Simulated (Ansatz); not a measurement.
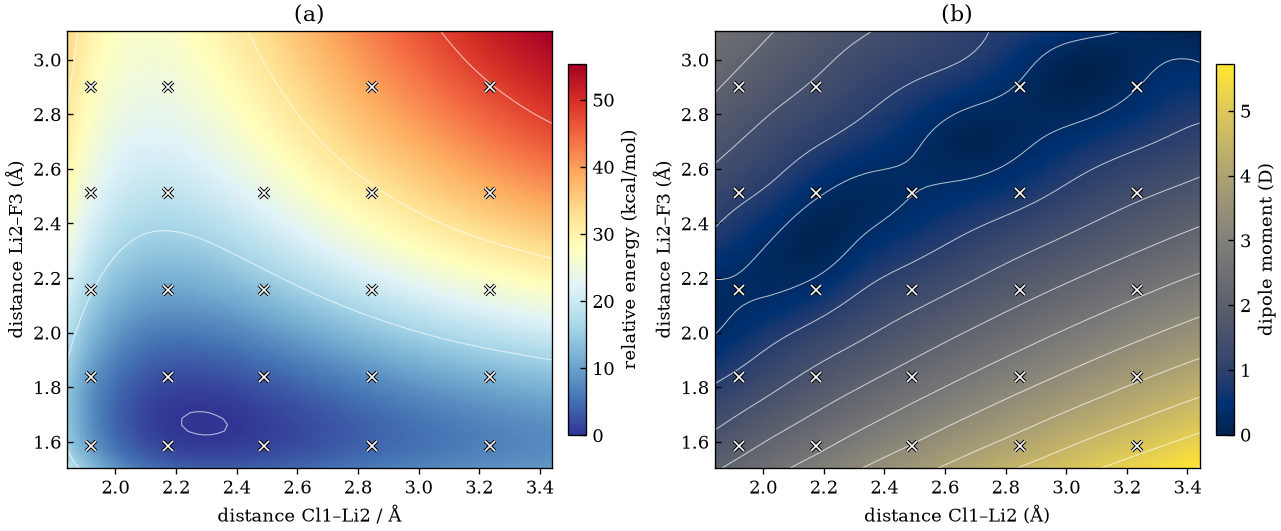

The system Cl + LiF, spin multiplicity 2. 
- The first coordinate is: distance Cl1–Li2; the second: distance Li2–F3.
- Nothing is relaxed (the angle Cl1–Li2–F3 is fixed at 180 degrees).
- The scan uses an 11 × 11 grid. At 24 points there is no value.
- Points are written as (first, second).
- Energies: kcal/mol, counted from the lowest grid point.
- All numbers below come from UKS PBE0-D4/def2-SVPD (Ansatz).

Panel (a) is the energy and panel (b) the computed dipole moment on the same grid.

The picture shows a smooth colour map with a few white contour lines, crosses at grid points without a value. Between grid points the surface is interpolated.

**How does the dipole moment vary over the map, and what is it at the lowest grid point?**

Leaving out the highest fifth of the energies, it runs from 0.05 D at (2.174 Å, 2.328 Å) to 5.72 D at (3.440 Å, 1.504 Å). At the lowest grid point, (2.326 Å, 1.701 Å), it is 2.48 D.
